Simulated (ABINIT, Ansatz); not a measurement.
## A GW chain in ABINIT: K2LiAlF6 (Fm-3m)

Aim: the G0W0 gap of K2LiAlF6 (Fm-3m) on LDA, step by step.

Main program and level: ABINIT 10.8.3; LDA and many-body steps on it, plane waves.

## (1) Starting point

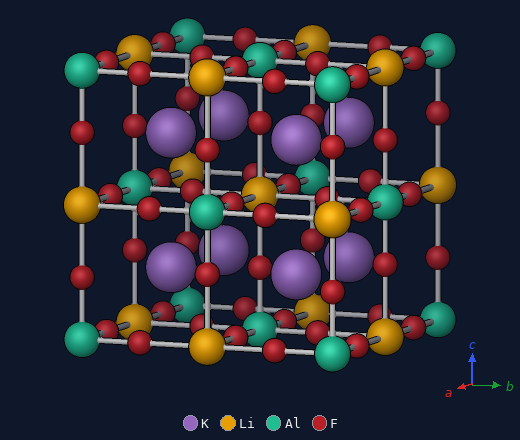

The cell as given, slightly off an axis (potassium purple, lithium orange, aluminium teal, fluorine red). This picture shows the conventional cell, with its axes. Some periodic images of atoms are drawn too.

The cell and positions come from the Crystallography Open Database and are kept as given unless a step says otherwise.

## (2) Ground state

This step: ABINIT 10.8.3; DFT, LDA, plane waves, norm-conserving pseudopotentials.

The ground-state density comes first.

Contents of run.abi:

```
acell 3*1.0 Angstrom
rprim 
  0.000000000000 3.921000000000 3.921000000000
  3.921000000000 0.000000000000 3.921000000000
  3.921000000000 3.921000000000 -0.000000000000
ntypat 4
znucl 19 3 13 9
natom 10
typat 1 1 2 3 4 4 4 4 4 4
xred 
  0.250000000000 0.250000000000 0.250000000000
  0.750000000000 0.750000000000 0.750000000000
  0.500000000000 0.500000000000 0.500000000000
  0.000000000000 -0.000000000000 0.000000000000
  0.768900000000 0.231100000000 0.231100000000
  0.231100000000 0.768900000000 0.231100000000
  0.231100000000 0.768900000000 0.768900000000
  0.768900000000 0.231100000000 0.768900000000
  0.231100000000 0.231100000000 0.768900000000
  0.768900000000 0.768900000000 0.231100000000
pp_dirpath "pseudos"
pseudos "K.upf, Li.upf, Al.upf, F.upf"
ecut 36
ngkpt 4 4 4
nshiftk 1
shiftk 0 0 0
kptopt 1
chksymbreak 0
nband 42
occopt 1
tolvrs 1e-10
nstep 60
prtwf 0
optforces 0
optstress 0
indata_prefix "in"
outdata_prefix "out"
tmpdata_prefix "tmp"
```

The run is started by

```bash
> OMP_NUM_THREADS=1 mpirun -n 4 abinit run.abi > log
```

Numbers of over 12 decimals in the logs are rounded to 6 here.

The log of the run:

```text
.Version 10.8.3 of ABINIT. v10.8.2 released Aug 2026.

 Symmetries : space group Fm -3 m (#225); Bravais cF (face-center cubic)
================================================================================
 Values of the parameters that define the memory need of the present run
     intxc =       0    ionmov =       0      iscf =       7    lmnmax =       6
     lnmax =       6     mgfft =      60  mpssoang =       3    mqgrid =    3001
     natom =      10  nloc_mem =       1    nspden =       1   nspinor =       1
    nsppol =       1      nsym =      48    n1xccc =    2501    ntypat =       4
    occopt =       1   xclevel =       1
-    mband =          42        mffmem =           1         mkmem =           2
       mpw =        8424          nfft =      216000          nkpt =           8
================================================================================
  Rough estimation (10% accuracy) of disk space for files :
================================================================================

--------------------------------------------------------------------------------
------------- Echo of variables that govern the present computation ------------
--------------------------------------------------------------------------------
 -outvars: echo values of preprocessed input variables --------
            acell      1.8897261259E+00  1.8897261259E+00  1.8897261259E+00 Bohr

      chksymbreak           0
             ecut      3.60000000E+01 Hartree
-          fftalg         312

              ixc       -1012
              kpt      0.00000000E+00  0.00000000E+00  0.00000000E+00
                       2.50000000E-01  0.00000000E+00  0.00000000E+00
                       5.00000000E-01  0.00000000E+00  0.00000000E+00
                       2.50000000E-01  2.50000000E-01  0.00000000E+00
                       5.00000000E-01  2.50000000E-01  0.00000000E+00
                      -2.50000000E-01  2.50000000E-01  0.00000000E+00
                       5.00000000E-01  5.00000000E-01  0.00000000E+00
                      -2.50000000E-01  5.00000000E-01  2.50000000E-01
         kptrlatt        4    0    0      0    4    0      0    0    4
          kptrlen      4.19151185E+01
P           mkmem           2
            natom          10
            nband          42
            ngfft          60      60      60
             nkpt           8
            nstep          60
             nsym          48
           ntypat           4
              occ      2.000000  2.000000  2.000000  2.000000  2.000000  2.000000
                       2.000000  2.000000  2.000000  2.000000  2.000000  2.000000
                       2.000000  2.000000  2.000000  2.000000  2.000000  2.000000
                       2.000000  2.000000  2.000000  2.000000  2.000000  2.000000
                       2.000000  2.000000  2.000000  2.000000  2.000000  2.000000
                       2.000000  2.000000  2.000000  0.000000  0.000000  0.000000
                       0.000000  0.000000  0.000000  0.000000  0.000000  0.000000
        optforces           0
        optstress           0
            prtwf           0
            rprim      0.0000000000E+00  3.9210000000E+00  3.9210000000E+00
                       3.9210000000E+00  0.0000000000E+00  3.9210000000E+00
                       3.9210000000E+00  3.9210000000E+00 -0.0000000000E+00
          spgroup         225

           tolvrs      1.00000000E-10

             xred      2.5000000000E-01  2.5000000000E-01  2.5000000000E-01
                       7.5000000000E-01  7.5000000000E-01  7.5000000000E-01
[...]
znucl       19.00000    3.00000   13.00000    9.00000

================================================================================

 chkinp: Checking input parameters for consistency.

================================================================================
== DATASET  1 ==================================================================
-   mpi_nproc: 4, omp_nthreads: 1 (-1 if OMP is not activated)

--- !DatasetInfo
iteration_state: {dtset: 1, }
dimensions: {natom: 10, nkpt: 8, mband: 42, nsppol: 1, nspinor: 1, nspden: 1, mpw: 8424, }
cutoff_energies: {ecut:  36.0, pawecutdg:  -1.0, }
electrons: {nelect:   6.60000000E+01, charge:   0.00000000E+00, occopt:   1.00000000E+00, tsmear:   1.00000000E-02, }

 Real(R)+Recip(G) space primitive vectors, cartesian coordinates (Bohr,Bohr^-1):
 R(1)=  0.0000000  7.4096161  7.4096161  G(1)= -0.0674799  0.0674799  0.0674799
 R(2)=  7.4096161  0.0000000  7.4096161  G(2)=  0.0674799 -0.0674799  0.0674799
 R(3)=  7.4096161  7.4096161  0.0000000  G(3)=  0.0674799  0.0674799 -0.0674799
 Unit cell volume ucvol=  8.1361159E+02 bohr^3
 Angles (23,13,12)=  6.00000000E+01  6.00000000E+01  6.00000000E+01 degrees

 getcut: wavevector=  0.0000  0.0000  0.0000  ngfft=  60  60  60
         ecut(hartree)=     36.000   => boxcut(ratio)=   2.11994

--- Pseudopotential description ------------------------------------------------
- K Generated using ONCVPSP code by D. R. Hamann
- 19.00000   9.00000  180309                  znucl, zion, pspdat
12 -1012 2 -1 2170                            pspcod,pspxc,lmax,lloc,mmax
     nproj     2     2     2
  pspatm : epsatm=    8.21740868
         --- l  ekb(1:nproj) -->
[...]
pspatm: atomic psp has been read  and splines computed

[...]
- F Generated using ONCVPSP code by D. R. Hamann
-  9.00000   7.00000  201202                  znucl, zion, pspdat
12 -1012 2 -1 824                             pspcod,pspxc,lmax,lloc,mmax
     nproj     2     2     1
  pspatm : epsatm=    4.94580260
         --- l  ekb(1:nproj) -->
[...]
2   -2.364936
 pspatm: atomic psp has been read  and splines computed

   3.25367968E+03                                ecore*ucvol(ha*bohr**3)
--------------------------------------------------------------------------------

_setup2: Arith. and geom. avg. npw (full set) are    8394.516    8394.487

================================================================================

--- !BeginCycle
iteration_state: {dtset: 1, }
solver: {iscf: 7, nstep: 60, nline: 4, wfoptalg: 0, }
tolerances: {tolvrs: 1.00E-10, }

     iter   Etot(hartree)      deltaE(h)  residm     vres2
 ETOT  1  -217.07043192333    -2.171E+02 1.689E-01 8.947E+02
 ETOT  2  -217.32465862763    -2.542E-01 9.235E-03 4.299E+02
 ETOT  3  -217.47672732317    -1.521E-01 5.633E-03 3.933E+01
 ETOT  4  -217.48294970825    -6.222E-03 6.289E-03 1.066E+00
 ETOT  5  -217.48315679836    -2.071E-04 1.433E-03 1.407E-01
 ETOT  6  -217.48316548266    -8.684E-06 1.255E-03 3.786E-03
 ETOT  7  -217.48316590783    -4.252E-07 8.008E-04 2.018E-04
 ETOT  8  -217.48316591351    -5.682E-09 2.896E-04 1.415E-05
 ETOT  9  -217.48316591520    -1.687E-09 4.604E-04 1.462E-07
 ETOT 10  -217.48316591524    -4.474E-11 2.642E-04 2.663E-09
 ETOT 11  -217.48316591523     9.692E-12 3.180E-04 4.093E-11

 At SCF step   11       vres2   =  4.09E-11 < tolvrs=  1.00E-10 =>converged.

--- !ResultsGS
iteration_state: {dtset: 1, }
comment   : Summary of ground state results
lattice_vectors:
- [  0.0000000,   7.4096161,   7.4096161, ]
- [  7.4096161,   0.0000000,   7.4096161, ]
- [  7.4096161,   7.4096161,  -0.0000000, ]
lattice_lengths: [  10.47878,   10.47878,   10.47878, ]
lattice_angles: [ 60.000,  60.000,  60.000, ] # degrees, (23, 13, 12)
lattice_volume:   8.1361159E+02
convergence: {deltae:  9.692E-12, res2:  4.093E-11, residm:  3.180E-04, diffor:  0.000E+00, }
etotal    :  -2.17483166E+02
entropy   :   0.00000000E+00
fermie    :   1.14303946E-02
cartesian_stress_tensor: null
pressure_GPa: null
xred      :
- [  2.5000E-01,   2.5000E-01,   2.5000E-01,  K]
- [  7.5000E-01,   7.5000E-01,   7.5000E-01,  K]
- [  5.0000E-01,   5.0000E-01,   5.0000E-01, Li]
- [  0.0000E+00,   0.0000E+00,   0.0000E+00, Al]
- [  7.6890E-01,   2.3110E-01,   2.3110E-01,  F]
- [  2.3110E-01,   7.6890E-01,   2.3110E-01,  F]
- [  2.3110E-01,   7.6890E-01,   7.6890E-01,  F]
- [  7.6890E-01,   2.3110E-01,   7.6890E-01,  F]
- [  2.3110E-01,   2.3110E-01,   7.6890E-01,  F]
- [  7.6890E-01,   7.6890E-01,   2.3110E-01,  F]
cartesian_forces: null
force_length_stats: {min: null, max: null, mean: null, }

 Integrated electronic density in atomic spheres:
 ------------------------------------------------
 Atom  Sphere_radius  Integrated_density
[...]
================================================================================

 ----iterations are completed or convergence reached----

 Mean square residual over all n,k,spin=   44.212E-07; max=  31.801E-05
 reduced coordinates (array xred) for   10 atoms
[...]
0.231100000000      0.768900000000      0.231100000000
       0.231100000000      0.768900000000      0.768900000000
       0.768900000000      0.231100000000      0.768900000000
       0.231100000000      0.231100000000      0.768900000000
       0.768900000000      0.768900000000      0.231100000000
 rms dE/dt=  0.0000E+00; max dE/dt=  0.0000E+00; dE/dt below (all hartree)
    1       0.000000000000      0.000000000000      0.000000000000
    2       0.000000000000      0.000000000000      0.000000000000
    3       0.000000000000      0.000000000000      0.000000000000
    4       0.000000000000      0.000000000000      0.000000000000
    5       0.000000000000      0.000000000000      0.000000000000
    6       0.000000000000      0.000000000000      0.000000000000
    7       0.000000000000      0.000000000000      0.000000000000
    8       0.000000000000      0.000000000000      0.000000000000
    9       0.000000000000      0.000000000000      0.000000000000
   10       0.000000000000      0.000000000000      0.000000000000

 cartesian coordinates (angstrom) at end:
[...]
6      3.921000     1.812286     3.921000
    7      6.029714     3.921000     3.921000
    8      3.921000     6.029714     3.921000
    9      3.921000     3.921000     1.812286
   10      3.921000     3.921000     6.029714
 length scales=  1.889726125908  1.889726125908  1.889726125908 bohr
              =  1.000000000000  1.000000000000  1.000000000000 angstroms
 prteigrs : about to open file out_EIG
 Fermi (or HOMO) energy (hartree) =   0.01143   Average Vxc (hartree)=  -0.38428
 Eigenvalues (hartree) for nkpt=   8  k points:
 kpt#   1, nband= 42, wtk=  0.01563, kpt=  0.0000  0.0000  0.0000 (reduced coord)
  -1.47234   -0.90852   -0.90512   -0.73273   -0.70602   -0.70602   -0.70602   -0.69362
  -0.69362   -0.31849   -0.31849   -0.31849   -0.30956   -0.30956   -0.30956   -0.16179
  -0.10131   -0.10131   -0.10131   -0.06106   -0.06106   -0.06106   -0.03642   -0.03642
  -0.01619   -0.01619   -0.01619   -0.00488   -0.00488   -0.00488    0.01143    0.01143
   0.01143    0.28901    0.38000    0.38000    0.38932    0.38932    0.38932    0.46706
   0.46706    0.46707
 prteigrs : prtvol=0 or 1, do not print more k-points.

--- !EnergyTerms
iteration_state     : {dtset: 1, }
comment             : Components of total free energy in Hartree
kinetic             :  1.24008732237458E+02
hartree             :  5.59684461150255E+01
xc                  : -4.78923389127444E+01
Ewald energy        : -1.49370855148733E+02
psp_core            :  3.99905769513063E+00
local_psp           : -1.92237349930554E+02
non_local_psp       : -1.19588579708150E+01
total_energy        : -2.17483165915232E+02
total_energy_eV     : -5.91801842971814E+03
band_energy         : -2.04502171281384E+01

== END DATASET(S) ==============================================================
================================================================================

 -outvars: echo values of variables after computation  --------
           etotal     -2.1748316592E+02
            nband          42
             nkpt           8
          spgroup         225
 [... the other variables as echoed above ...]

 Calculation completed.
```

It took 47 s on 4 MPI ranks of Arm Neoverse V1, shared host; peak memory 0.49 GiB; 3.1 min of CPU time.

Numbers from this step:

| Item | Value |
| --- | --- |
| total energy | -5918.0184 eV |
| gap | 7.553 eV |
| k of the valence top | 0, 0, 0 |
| k of the conduction bottom | 0, 0, 0 |
| least direct gap | 7.553 eV |

The gap is direct, at Γ.

[end of part 1 of 3]

[Paths, hosts, dates, memory and timing lines, banners, echoed tables and standing remarks are left out of the program output.]

[Logs are printed without paths, hosts, clocks, repeated set-up lines and the standing remarks that a program may print on its own settings, such as how far it seeks lower states.]

[Runs of the session that timed out or met a known fault of the program may be left out.]

[Hosts, paths, dates, database ids (printed as entryN), source tags and the programs' standing remarks are cut or masked in the printed files.]

[G0W0 gaps are taken among the corrected bands and points alone; a level outside them can change the order at an edge.]

[Where Ansatz stands beside ABINIT at settings called matched, ABINIT's density can come from a denser mesh and the files from another edition; pairs whose starting gaps differed by over 0.03 eV were left out, so agreement reads better than it is.]
